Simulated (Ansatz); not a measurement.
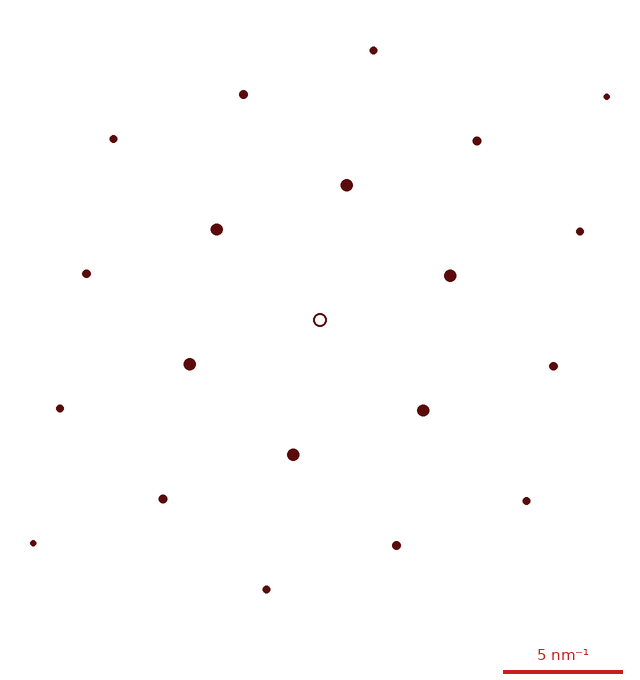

The pattern is a kinematic simulation for 80 kV electrons (no multiple scattering; isotropic B = 0.5 Å²).

What net do the spots form, and what spacings does it show?

The spots form a hexagonal net with both shortest vectors at d = 1.73 Å, 60.0° apart.

What is the point symmetry of the pattern, intensities included?

6mm. Such a pattern arises along the three- or sixfold axis of a trigonal, hexagonal or cubic crystal.

What was simulated?

This cannot be fixed from one zone alone; the pattern is [111] of Pb, space group Fm-3m (No. 225), a = 4.879 Å. The net vectors are -2 2 0 and -2 0 2. Structure: the input geometry of an electronic-structure calculation (not necessarily at equilibrium).
